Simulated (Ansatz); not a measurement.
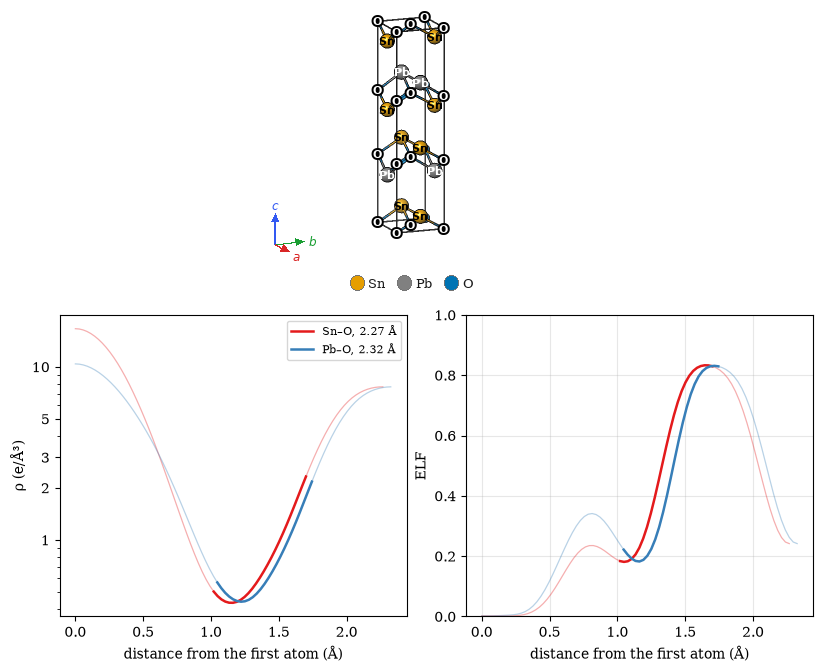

Figure. Sn2PbO3. Valence charge density (pseudo) and ELF along straight lines between neighbouring atoms. Thin, pale parts lie inside the atomic spheres. The structure is drawn too.

Space group P4/nmm; a structure generated by program, which may or may not match a known phase.

Method: Ansatz 0.2.0, DFT PBE, scalar-relativistic, plane waves, PAW.

Core electrons are frozen (PAW), and the valence fields are smoothed inside the atomic spheres.

> What can be read from the curves?

Sn–O (2.27 Å): the density is about 0.43 e/Å³ at the midpoint; the ELF peaks at about 0.85 in the valence shell of O, 0.6 Å from its nucleus, and is about 0.20 at the midpoint (no localised pair shows between them).
Pb–O (2.32 Å): ρ is about 0.45 e/Å³ halfway; the ELF peaks at about 0.85 in the valence shell of O, 0.6 Å from its nucleus, and drops to about 0.20 between the two atoms.
